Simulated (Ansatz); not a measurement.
Sn (diamond)

```xyz
2
Lattice="0.0000 3.3277 3.3277 3.3277 0.0000 3.3277 3.3277 3.3277 0.0000" Properties=species:S:1:pos:R:3 pbc="T T T"
Sn     1.6638     1.6638     1.6638
Sn     0.0000     0.0000     0.0000
```

A phonon eigenvector at Γ is frozen into this cell: atom i moves by Q times the vector below, so Q is the largest atomic displacement, in Å. The cell is held. It is one choice among 3 degenerate patterns.

| atom | x | y | z |
|---|---|---|---|
| Sn1 | 0.000 | 0.000 | -1.000 |
| Sn2 | 0.000 | 0.000 | 1.000 |

All values below come from PBE (plane waves to 420 eV, PAW, scalar-relativistic; Ansatz, a quantum-chemistry and plane-wave program). k mesh 12×12×12 (Γ-centred), Fermi-Dirac smearing 0.05 eV. The energy includes the smearing's −TS. With partly filled bands, energies and forces of such displacements shift with the k mesh and the smearing. Sn was relaxed with its symmetry unable to fall. The relaxed volume of Sn is well above the measured one; the method has no dispersion term. The zero of ΔE is the undisplaced structure.

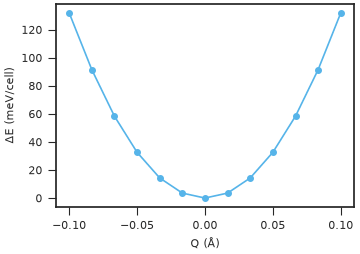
*ΔE (meV/cell) against Q (Å); computed points joined by lines.*

### Question
What is the energy change at Q = 0.100 Å?

### Answer
About 130 meV/cell.

### Question
What harmonic wavenumber does the curvature at Q = 0 give?

### Answer
About 170 cm⁻¹.

(A displaced cell: forces are minus the slopes of the energy, force constants its curvatures, and phonons follow from these.)
